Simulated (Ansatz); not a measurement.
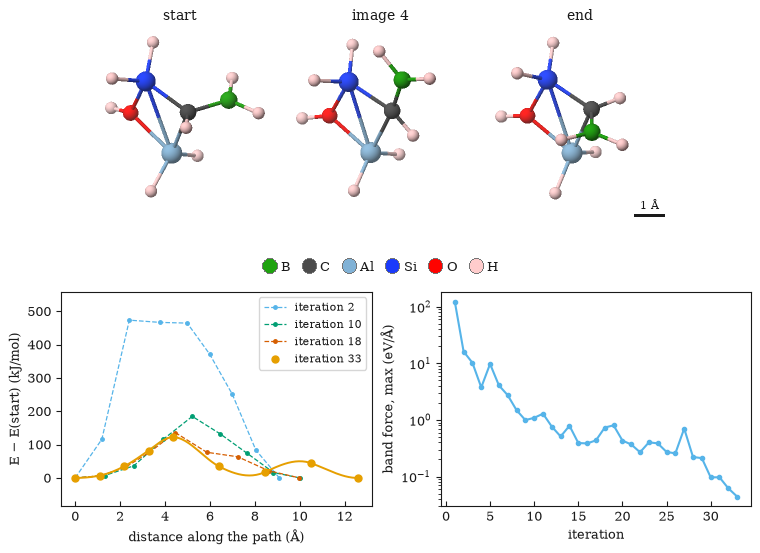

NEB run on CH8AlBOSi. Images are numbered from 0 (start) to 8 (end). The plot follows the band through its iterations. The picture is a ball-and-stick view, seen at a tilt.

Method: RKS B3LYP-D4/def2-SVP in Ansatz. Run with 7 movable images; climbing image; force threshold 0.05 eV/Å; iteration limit 55; starting path through a guess of the saddle point.

### How did the profile develop, and is the result final?

The run is converged, with reservations. The band converged in 33 iterations. The largest component of the band force went from 120 to 0.044 eV/Å. The climbing image converged on the top of the path. Its vibrational analysis gives one imaginary mode (436i cm⁻¹), as a transition state must have. The first iteration put the highest image at 2121.2 kJ/mol. The barrier is about 122.4 kJ/mol in both directions, with image 4 at the top; the ends have the same energy. The profile has 2 maxima (images 4, 7) with a dip at image 6 (+18.0 kJ/mol), so the process runs in steps.

The run took 16 min on 2 threads of Intel(R) Xeon(R) Platinum 8259CL CPU @ 2.50GHz (Skylake/Cascade Lake), on a shared host, peak memory 0.31 GiB.
